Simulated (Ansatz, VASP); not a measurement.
## BN (Qingsongite) in two plane-wave programs

Wanted: the spread between two codes on one cell, functional and k mesh.

Program: Ansatz 0.2.0. Level of theory: plane waves, with VASP 6.6.1 beside it; G0W0 gap at PBE. Results are calculated unless marked as measured.

### Step 1. Set-up

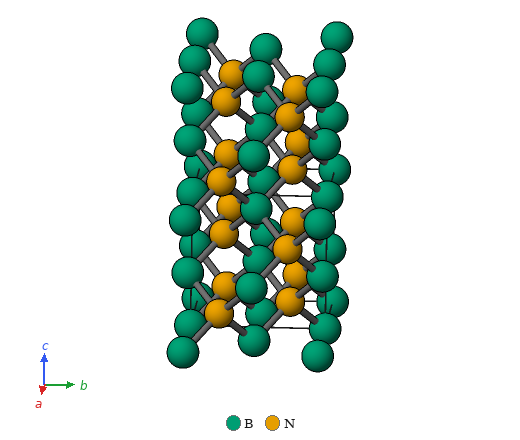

Start, viewed slightly off an axis; boron teal, nitrogen orange. 2×1×2 cells are drawn. This picture shows the conventional cell, with its axes. Bonds to atoms that aren't drawn are left out. Some periodic images of atoms are drawn too.

### Step 2. Ansatz: G0W0 gap, PBE

Ansatz runs on its default PAW (the set named soft_2) files.

Quasiparticle shifts depend on high empty states and on the cores, so they are the hardest test of two PAW sets.

input.yaml

```yaml
crystal:
  lattice:
    - [0.0, 1.8075, 1.8075]
    - [1.8075, 0.0, 1.8075]
    - [1.8075, 1.8075, 0.0]
  atoms:
    - { symbol: B, position: [0.0, 0.0, 0.0] }
    - { symbol: "N", position: [0.25, 0.25, 0.25] }
hamiltonian:
  xc: pbe
  pseudopotentials: { kind: paw }
kpoints:
  mp_grid: { grid: [8, 8, 8] }
scf:
  occupations: { method: fixed }
gw:
  n_empty_bands: 44
  ecut_chi: 140.0
  qp_bands: [v2, c2]
  qp_kpoints: band_edges
  screening: { model: contour_deformation }
```

Started as:

```console
$ ansatz run input.yaml --threads 4 --pin off --max-ram 9216MiB --backend cpu --events-out ev --progress --plain --runs-dir out
```

Numbers of over 12 decimals in the logs are rounded to 6 here.

The log of the run:

```text
Engine: ansatz 0.2.0, aarch64-unknown-linux-gnu
Pseudopotentials: kind: paw
Pseudopotential: B, paw, valence charge 3, recommended cutoff 420 eV (normal), B.paw.azcp
Pseudopotential: N, paw, valence charge 5, recommended cutoff 420 eV (normal), N.paw.azcp
Functional definition: PBE
  parameter kappa = 0.804
  parameter beta = 0.066725
  exchange = pbe_x(kappa = kappa, mu = beta*pi^2/3)
  correlation = pbe_c(beta = beta)
Crystal: 2 atoms, lattice volume = 11.810 Å³
Basis set: ecut = 420 eV, 259 PW (Γ)
Bands: 8, of which v1, the nominal top of the filled ones, is band 4 counted from 1 (3 counted from 0)
Symmetry: 24 space group operations
Space group: F-43m (ITA 216), of the structure as read, at distance tolerance 2.3e-5 Å
k-points: 29 of 512 (time reversal used)
Non-local potential: B, projectors of the file, l = 0: 2, l = 1: 2, l = 2: 1
Non-local potential: N, projectors of the file, l = 0: 2, l = 1: 2, l = 2: 1
PAW form: soft (Blöchl's): semilocal exchange-correlation on the pseudo side does not see the compensation charge
PAW one-centre angular grid: B, 110 points (default); XC on 64 Gauss nodes
PAW one-centre angular grid: N, 110 points (default); XC on 64 Gauss nodes
Initial density: superposition of atomic densities (neutral atoms: chi_scale 0, normalization atom), corrected by the library's trained network
Initial wavefunctions: pseudopotential atomic-orbital guess
Functional: x = pbe(κ = 0.804, μ = 0.219515), c = pbe(β = 0.066725)
SCF iter   1: F=—  HF=-542.274447 eV  |F-HF|=—  |Δ(HF+E_count)|=         —  Δρ=1.56e-3  dr2=1.48e-4  ethr=1.77e-3  ⟨swp⟩=3.8  Hψ=1323  notcnv=0  defer=44
preconditioner: auto → none  [insulator: Δε(μ)=4.474 eV  Ē_g=20.013 eV  n_scr=0 (ndim 8)  ℏωp=30.6 eV  f_vac=0.000  ε∞_Penn≈3.3]
SCF iter   2: F=—  HF=-542.274558 eV  |F-HF|=—  |Δ(HF+E_count)|=   1.11e-4  Δρ=8.29e-4  dr2=2.29e-5  ethr=1.85e-6  ⟨swp⟩=2.1  Hψ=633  notcnv=0  defer=51
SCF iter   3: F=—  HF=-542.274603 eV  |F-HF|=—  |Δ(HF+E_count)|=   4.51e-5  Δρ=3.59e-4  dr2=5.62e-6  ethr=2.86e-7  ⟨swp⟩=2.2  Hψ=332  notcnv=0  defer=24
iter 4 did not close the SCF: its close was put off for the readings that it lacked (scf_convergence_deferred on its scf_iter line)
SCF iter   4: F=-542.274617 eV  HF=-542.274617 eV  |F-HF|=1.75e-8  |Δ(HF+E_count)|=   1.43e-5  Δρ=2.30e-5  dr2=1.88e-8  ethr=7.03e-8  ⟨swp⟩=2.4  Hψ=339  notcnv=0  defer=34
iter 5 did not close the SCF: its close was put off for the readings that it lacked (scf_convergence_deferred on its scf_iter line)
SCF iter   5: F=-542.274617 eV  HF=-542.274617 eV  |F-HF|=4.11e-9  |Δ(HF+E_count)|=   1.84e-8  Δρ=7.33e-6  dr2=1.59e-9  ethr=2.35e-10  ⟨swp⟩=2.1  Hψ=306  notcnv=0  defer=33
SCF iter   6: F=-542.274617 eV  HF=-542.274617 eV  |F-HF|=9.66e-12  |Δ(HF+E_count)|=   4.60e-9  Δρ=7.43e-7  dr2=2.90e-11  ethr=1.99e-11  ⟨swp⟩=3.1  Hψ=1101  notcnv=0
SCF 1 converged in 6 iterations: F = -542.274617 eV  dr2 = 2.90e-11
  greatest PAW one-centre occupation: 0.787 electrons in one spin orbital (limit 2), on the N atom at site 1 (counted from 0), in its partial waves of l = 0
NSCF: frozen V_eff on 29 k-points
G₀W₀ screening: q 1/29
G₀W₀ screening: q 2/29 (q-point 23)
G₀W₀ screening: q 3/29 (q-point 26)
G₀W₀ screening: q 4/29 (q-point 7)
G₀W₀ screening: q 5/29 (q-point 8)
G₀W₀ screening: q 6/29 (q-point 9)
G₀W₀ screening: q 7/29 (q-point 10)
G₀W₀ screening: q 8/29 (q-point 11)
G₀W₀ screening: q 9/29 (q-point 14)
G₀W₀ screening: q 10/29 (q-point 15)
G₀W₀ screening: q 11/29 (q-point 16)
G₀W₀ screening: q 12/29 (q-point 19)
G₀W₀ screening: q 13/29 (q-point 22)
G₀W₀ screening: q 14/29 (q-point 24)
G₀W₀ screening: q 15/29 (q-point 25)
G₀W₀ screening: q 16/29 (q-point 27)
G₀W₀ screening: q 17/29 (q-point 12)
G₀W₀ screening: q 18/29 (q-point 17)
G₀W₀ screening: q 19/29 (q-point 20)
G₀W₀ screening: q 20/29 (q-point 28)
G₀W₀ screening: q 21/29 (q-point 2)
G₀W₀ screening: q 22/29 (q-point 3)
G₀W₀ screening: q 23/29 (q-point 4)
G₀W₀ screening: q 24/29 (q-point 6)
G₀W₀ screening: q 25/29 (q-point 13)
G₀W₀ screening: q 26/29 (q-point 18)
G₀W₀ screening: q 27/29 (q-point 29)
G₀W₀ screening: q 28/29 (q-point 5)
G₀W₀ screening: q 29/29 (q-point 21)
G₀W₀ self-energy: k 1/11
G₀W₀ self-energy: k 2/11
G₀W₀ self-energy: k 3/11
G₀W₀ self-energy: k 4/11
G₀W₀ self-energy: k 5/11
G₀W₀ self-energy: k 6/11
G₀W₀ self-energy: k 7/11
G₀W₀ self-energy: k 8/11
G₀W₀ self-energy: k 9/11
G₀W₀ self-energy: k 10/11
G₀W₀ self-energy: k 11/11
SCF converged after 6 iterations
Free energy (F): -542.274617 eV
Harris-Foulkes:  -542.274617 eV  (|F-HF|=9.66e-12)
Internal energy: -542.274617 eV  (E = F + TS)
E sigma→0 (E₀):  -542.274617 eV
Fermi energy:    11.179790 eV
--- Per-component energies (eV) ---
  E_band       = 26.444654
  E_kinetic    = 185.620800
  E_local      = -175.303215  (includes V_loc(G=0)·N_el)
  E_nonlocal   = 56.582489
  E_hartree    = 49.109851
  E_xc         = -93.447714
  E_vxc        = -116.231854  (∫ρ·V_xc dr)
  E_paw        = -206.452282  (= ΣΔE_a)
  E_vpaw       = -22.443383  (= ΣTr[D̂ρ^β])
  E_aug_tail   = 0.000103  (compensation charges beyond the density's cutoff)
  E_ewald      = -358.384650
  E_smearing   = -0.000000  (= −TS)
  E_closure    = 0.000000  (closes the sum)
  Σ components = -542.274617   (vs F -542.274617, Δ=0.00e0)
--- Band table (eV; the first three rows and the last of 29) ---
  k-point 0: bands = ["-9.0520", "11.1798", "11.1798", "11.1798", "20.0105", "20.0105", "20.0105", "21.5015"]
  k-point 1: bands = ["-8.6728", "9.3062", "10.8010", "10.8010", "20.3709", "20.5804", "20.5804", "22.6938"]
  k-point 2: bands = ["-7.5727", "5.7033", "10.0529", "10.0529", "20.8216", "21.5284", "21.5284", "24.7401"]
  k-point 28: bands = ["-3.1564", "3.5934", "4.2166", "4.6776", "20.7854", "24.4752", "25.6910", "25.8380"]
--- G₀W₀: contour deformation, 6 samples at zero and on the imaginary axis and 2 off it, 512 q-points, 44 empty bands' worth ---
  eigenvalues of the whole cell's RPA ε∞ on this k-mesh (on a slab, of 1 + 4πα/V) = 4.3806, 4.3806, 4.3806; static W/v taken at q = 0 is 0.228278
  bands read: the sum over 48 bands ends inside a degenerate multiplet in 3 slots, whose members it reads at an even weight; the widest, k=0: bands 48 to 50 (counted from 1) at 1/3 each
  gw.qp_kpoints: band_edges: 11 of 29 stored k-points solved, in 1 pass; an edge of the gap read off the rows below is read off those points alone
    valence top: of the k-points left out ik 10 came nearest to being solved in a further pass, in band 4 (counted from 1, as in the quasiparticle table): it holds the edge there only if its correction is more favourable than any solved in that band by at least 1.190 eV; those differ by 0.464 eV
    conduction bottom: of the k-points left out ik 18 came nearest to being solved in a further pass, in band 5 (counted from 1, as in the quasiparticle table): it holds the edge there only if its correction is more favourable than any solved in that band by at least 1.132 eV; those differ by 0.675 eV
    ik  band        ε_KS         Σx   Σc(E_QP)       V_xc       Z   E_QP_lin       E_QP  E_QP is
     0     3     11.1798   -22.8531     2.7907   -19.2871  0.8268    10.4022    10.4045  root
     0     4     11.1798   -22.8531     2.7907   -19.2871  0.8268    10.4022    10.4045  root
     0     5     20.0105    -7.9538    -5.3913   -14.6792  0.8389    21.3530    21.3446  root
     0     6     20.0105    -7.9538    -5.3913   -14.6792  0.8389    21.3530    21.3446  root
     1     3     10.8010   -22.6867     2.8502   -19.0213  0.8261     9.9831     9.9858  root
     1     4     10.8010   -22.6867     2.8502   -19.0213  0.8261     9.9831     9.9858  root
     1     5     20.3709    -8.7933    -5.4159   -15.4616  0.8358    21.6310    21.6233  root
     1     6     20.5804    -8.0581    -5.5222   -14.9594  0.8357    21.9690    21.9595  root
     2     3     10.0529   -22.5452     3.0176   -18.6331  0.8242     9.1549     9.1584  root
     2     4     10.0529   -22.5452     3.0176   -18.6331  0.8242     9.1549     9.1584  root
     2     5     20.8216    -9.4846    -5.4921   -16.1590  0.8329    22.0111    22.0040  root
     2     6     21.5284    -8.0076    -5.7459   -15.1811  0.8313    22.9671    22.9559  root
     3     3      9.4560   -22.5508     3.1799   -18.4135  0.8223     8.4942     8.4985  root
     3     4      9.4560   -22.5508     3.1799   -18.4135  0.8223     8.4942     8.4985  root
     3     5     21.1827    -9.9244    -5.5387   -16.6038  0.8313    22.3301    22.3233  root
     3     6     21.8944    -7.7564    -5.7709   -14.9197  0.8320    23.2976    23.2867  root
     4     3      9.2390   -22.5718     3.2430   -18.3488  0.8216     8.2544     8.2589  root
     4     4      9.2390   -22.5718     3.2430   -18.3488  0.8216     8.2544     8.2589  root
     4     5     21.3175   -10.0887    -5.5524   -16.7667  0.8307    22.4496    22.4431  root
     4     6     21.9002    -7.6376    -5.7336   -14.7330  0.8334    23.2723    23.2620  root
     5     3     10.0703   -22.3510     2.9583   -18.5039  0.8248     9.1781     9.1815  root
     5     4     10.0703   -22.3510     2.9583   -18.5039  0.8248     9.1781     9.1815  root
     5     5     19.3372    -8.1052    -5.2420   -14.5405  0.8414    20.5368    20.5304  root
     5     6     21.5397    -8.3781    -5.6993   -15.5332  0.8306    23.0070    22.9955  root
[...]
20     3      6.2755   -22.2397     3.9097   -17.0910  0.8102     5.0265     5.0365  root
    20     4      6.2755   -22.2397     3.9097   -17.0910  0.8102     5.0265     5.0365  root
    20     5     15.6514    -8.0432    -4.5148   -13.2835  0.8534    16.3787    16.3769  root
    20     6     20.4255    -7.9353    -5.1129   -13.9321  0.8482    21.3129    21.3095  root
    23     3      6.3550   -22.6413     3.9866   -17.3699  0.8090     5.0594     5.0701  root
    23     4      7.7307   -22.0577     3.5005   -17.4352  0.8173     6.6019     6.6087  root
    23     5     20.7793    -7.9985    -5.3475   -14.4867  0.8377    21.9266    21.9201  root
    23     6     22.3572    -8.4676    -5.8855   -15.6206  0.8279    23.6344    23.6248  root
```

Elapsed: 8.1 s, on 4 threads of Arm Neoverse V2, shared host; peak memory 0.27 GiB.

(Part 1 of 2 ends here.)

[Lines on the potential files, build, host, timing and source positions are cut from VASP's logs without a mark.]

[Logs are printed without paths, hosts, clocks, repeated set-up lines and the standing remarks that a program may print on its own settings, such as how far it seeks lower states.]

[Hosts, paths, dates, database ids (printed as entryN), source tags and the programs' standing remarks are cut or masked in the printed files.]
